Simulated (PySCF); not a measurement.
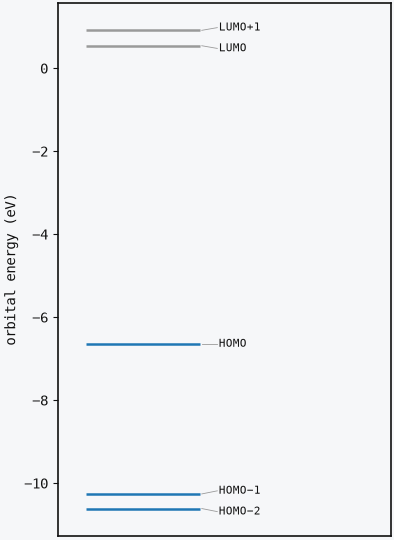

Kohn-Sham orbital energies near the frontier, PBE0/def2-SVPD with PySCF, at a GFN2-xTB geometry (no frequency check), isolated molecule; empty levels in grey, levels within 0.03 eV side by side.

**Which molecule has this level scheme?**
A. C₄H₇N₃OSi, SMILES CC(=O)c1n[nH]nc1[SiH3]
B. C₅H₁₁FN⁺, SMILES C[C@@H]1[NH2+]C[C@@H]1CF
C. C₆H₁₀FO⁺, SMILES C=C[C+](C)[C@@H](F)OC
D. C₃H₄F₂O, SMILES CO/C(F)=C\F

Option D. HOMO −6.64 eV, LUMO 0.54 eV, separation 7.19 eV.

Known limits of this run: the tight-binding geometry is rougher than a DFT one and adds to the error; one conformer of a flexible molecule; empty levels above zero depend strongly on the basis.
